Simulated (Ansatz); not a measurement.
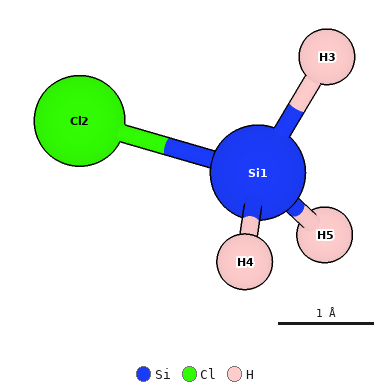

Figure 1. The structure (ball-and-stick view, seen at a tilt; atoms are numbered from 1 in the order of the input). Bond lengths as drawn: Cl–Si 2.05 Å and H–Si 1.48 Å.

# Single-point calculation of SiH₃Cl

SiH₃Cl, computed with RHF-CCSD(T), frozen core/def2-TZVPP (Ansatz 0.2.0).

The geometry comes from this level: PBE0-D4/def2-TZVP.

**Log**
```
Functional definition: HF
  name "HF"
  cite "Fock, Z. Phys. 61, 126 (1930) doi:10.1007/BF01340294"
  parent pbe
  exchange = exact_x
  correlation = 0
716 factors; integrals over basis functions are off by at most 9.6e-4 eV
mean field evaluation 1: about -20414.3706 eV, gradient 1.3e1 eV
mean field evaluation 2: about -20414.4939 eV, gradient 1.4e1 eV
mean field evaluation 4: about -20415.2819 eV, gradient 1.8e0 eV
mean field evaluation 8: about -20415.2945 eV, gradient 6.4e-2 eV
mean field evaluation 16: about -20415.0392 eV, gradient 4.9e0 eV
mean field -20415.29448129 eV, -750.2482342039 hartree, gradient 2.2e-6 eV, S^2 0.000000; 0 other end points of the search recorded, 0 dependent functions left out
10 core orbitals not correlated: weight in the atoms' cores, before any rotation towards them, 1.000 or more for the frozen orbitals, at most 0.000 for the correlated occupied ones
reference -20415.29448129 eV, -750.2482342039 hartree; 7, 7 occupied and 109, 109 virtual orbitals, 716 factors
second order -8.72232319 eV of doubles, -0.00000000 eV of singles
cycle   1  -9.46500326 eV  change   -7.4e-1 eV  update   6.2e-2
cycle   2  -9.74004565 eV  change   -2.8e-1 eV  update   1.9e-2
cycle   3  -9.76112786 eV  change   -2.1e-2 eV  update   5.9e-3
cycle   4  -9.75760661 eV  change    3.5e-3 eV  update   1.7e-3
cycle   5  -9.75731299 eV  change    2.9e-4 eV  update   4.8e-4
cycle   6  -9.75728665 eV  change    2.6e-5 eV  update   1.4e-4
cycle   7  -9.75728381 eV  change    2.8e-6 eV  update   3.5e-5
cycle   8  -9.75729531 eV  change   -1.2e-5 eV  update   1.1e-5
perturbative correction -0.34571341 eV, -0.0127047334 hartree
Total energy: -20425.39749001 eV, -750.6195129263 hartree
```

This output came from the following input.

**Input**
```yaml
crystal:
  periodic: [false, false, false]
  atoms:
    - {symbol: Si, position_ang: [-1.250928, 0.112175, 0.090984]}
    - {symbol: Cl, position_ang: [0.028418, 1.667512, -0.309979]}
    - {symbol: H, position_ang: [-1.291689, -0.096985, 1.556174]}
    - {symbol: H, position_ang: [-2.595664, 0.466257, -0.417676]}
    - {symbol: H, position_ang: [-0.744074, -1.100723, -0.590251]}
basis:
  gaussian: {orbitals: def2-TZVPP}
correlation: {method: ccsd_t}
```

Command:
```bash
ansatz run in.yaml --threads 4 --pin off --events-out ev --progress --plain --max-ram 9574MiB
```

**Key numbers**

- outcome: converged
- total energy: −20425.3975 eV
- mean-field energy: −20415.2945 eV
- CCSD correlation: −9.7573 eV
- (T) correction: −0.3457 eV
- T1 diagnostic: 0.009
- SCF solution under orbital rotations: stable
- hardware: 4 threads of Arm Neoverse V1, 23 GiB of memory available, shared host
- wall time: 2.3 s (CPU time 8.6 s)
- peak memory: 0.52 GiB
